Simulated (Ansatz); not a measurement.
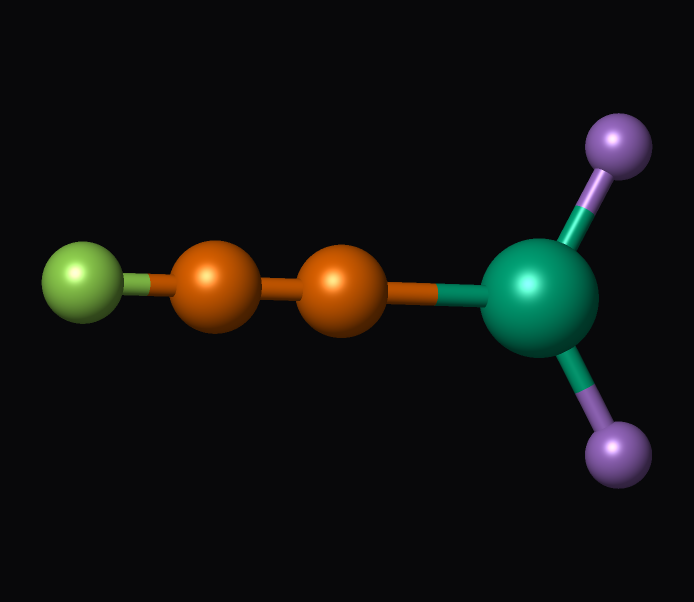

A ball-and-stick model of a molecule. Colours: fluorine green, carbon orange, aluminium teal, hydrogen purple.

> Give the formula.

C₂H₂AlF, 6 atoms: 2 carbon, 2 hydrogen, 1 aluminium and 1 fluorine.

> What is its SMILES?

FC#[C][AlH2]

> How many bonds of each kind are drawn?

2 Al–H, 1 C–F, 1 C–C, 1 C–Al.

> Name some functional groups or characteristic bonds that it holds.

Among them: alkyne, C–F bond.

More results for the same structure follow; atom numbers are the same in all pictures, views and colours differ. The computed structure is the end point of a PBE0-D4/def2-TZVP optimisation.

### Vibrations

Harmonic vibrations computed with RKS PBE0-D4/def2-TZVP (Ansatz 0.2.0) at a stationary point of the same level.

> List the wavenumbers.

12 modes: 121, 125, 427, 461, 488, 547, 614, 782, 1210, 1949, 1955, 2325 cm⁻¹.

### Charges

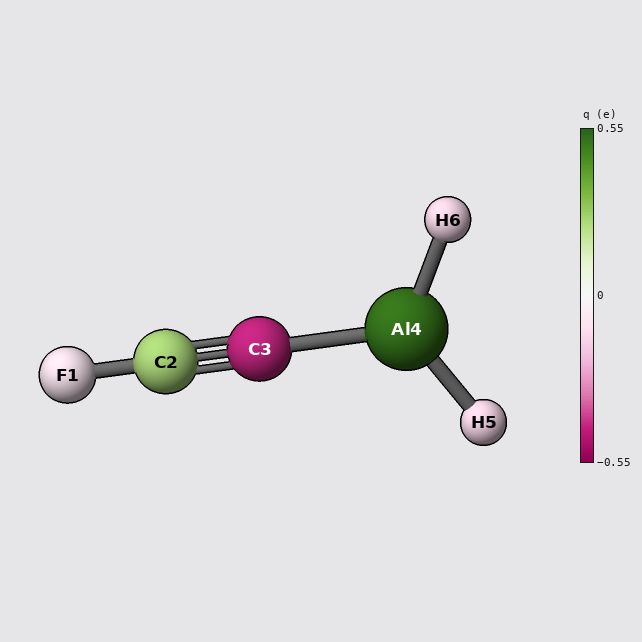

Atoms are coloured by their Mulliken charges. Level of theory: RKS PBE-D4/def2-TZVPP (Ansatz 0.2.0).

List the Mulliken charges.

```
atom  value (e)
  F1      −0.08
  C2       0.23
  C3      −0.42
 Al4       0.50
  H5      −0.12
  H6      −0.12
```

### Levels of theory compared

Program: Ansatz 0.2.0.

Compare HOMO–LUMO gap (eV) at these levels: B3LYP-D4/def2-TZVPP; B97M-V/def2-TZVPP; CAM-B3LYP-D4/def2-TZVPP; PBE-D4/def2-TZVPP; PBE0-D4/def2-SVP; PBE0-D4/def2-TZVPP; r2SCAN0-D4/def2-TZVPP; ωB97M-V/def2-TZVPP; ωB97X-V/def2-TZVPP.

```csv
level,HOMO–LUMO gap (eV)
B3LYP-D4/def2-TZVPP,5.74
B97M-V/def2-TZVPP,4.59
CAM-B3LYP-D4/def2-TZVPP,8.45
PBE-D4/def2-TZVPP,4.16
PBE0-D4/def2-SVP,6.17
PBE0-D4/def2-TZVPP,6.18
r2SCAN0-D4/def2-TZVPP,6.54
ωB97M-V/def2-TZVPP,10.04
ωB97X-V/def2-TZVPP,10.45
```

### Thermal motion

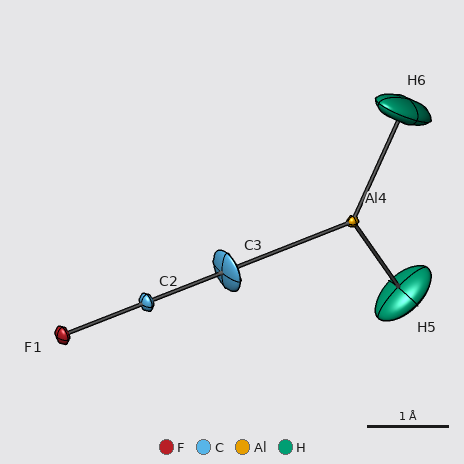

Displacement ellipsoids at the 50 % level, from the internal vibrations of the free molecule (harmonic, no overall translation or rotation; no half-axis is drawn under 0.075 Å). Vibrations computed with RKS PBE0-D4/def2-TZVP (Ansatz 0.2.0). Temperature: 400 K.

> Which atom moves most?

H5, H6, with U_eq = 0.0417 Å².

> Does H5 move more along its bond or across it?

Across it: the root-mean-square amplitude is 0.097 Å along the bond and up to 0.283 Å across, since bending and torsion are softer than stretching.

Give the displacement parameters, one line for each set of equivalent atoms.

```json
{"atom": "F1", "U_eq (Å²)": "0.0046", "rms amplitudes (Å)": "0.033, 0.079, 0.080"}
{"atom": "C2", "U_eq (Å²)": "0.0044", "rms amplitudes (Å)": "0.030, 0.078, 0.080"}
{"atom": "C3", "U_eq (Å²)": "0.0217", "rms amplitudes (Å)": "0.030, 0.171, 0.186"}
{"atom": "Al4", "U_eq (Å²)": "0.0014", "rms amplitudes (Å)": "0.032, 0.035, 0.043"}
{"atom": "H5, H6", "U_eq (Å²)": "0.0417", "rms amplitudes (Å)": "0.095, 0.190, 0.283"}
```

Mulliken values depend strongly on the basis set and can even reverse the polarity of a bond.
